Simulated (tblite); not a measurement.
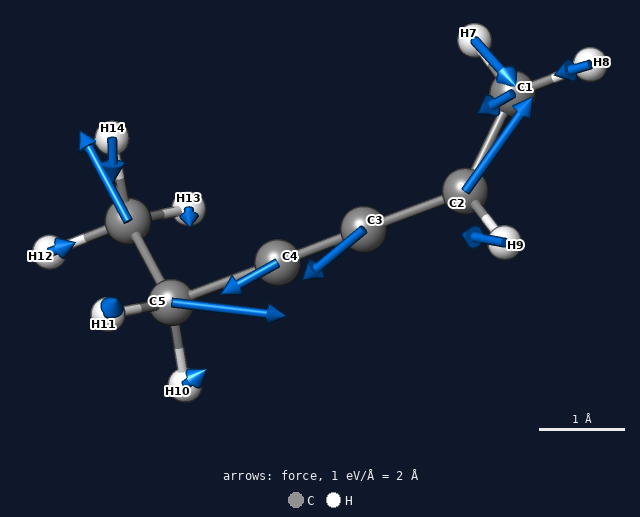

Starting geometry of C₆H₈ with the computed forces as blue arrows. Style: ball-and-stick. Shown at a tilt.

Computed with tblite 0.8.0, GFN2-xTB geometry optimisation, gas phase. 

### What follows when this structure is relaxed?

It isn't relaxed: the largest force vector, on a C atom, is 0.71 eV/Å. The final displacements follow the starting forces only in part (cosine between the two patterns 0.45). After 27 geometry steps the energy has fallen by 0.038 eV. An H atom moves most after the best rigid fit: 0.067 Å. Largest moves by element: H 0.067 Å, C 0.034 Å. Some distances before and after: C–C 1.471 → 1.448 Å, C–H 1.094 → 1.077 Å, C–C 1.518 → 1.529 Å, C–C 1.338 → 1.328 Å. Among the angles between lasting bonds that change: C–C–H 118.2° → 115.4°. The run took 0.09 s on 1 thread of Intel(R) Xeon(R) Platinum 8488C (shared host).
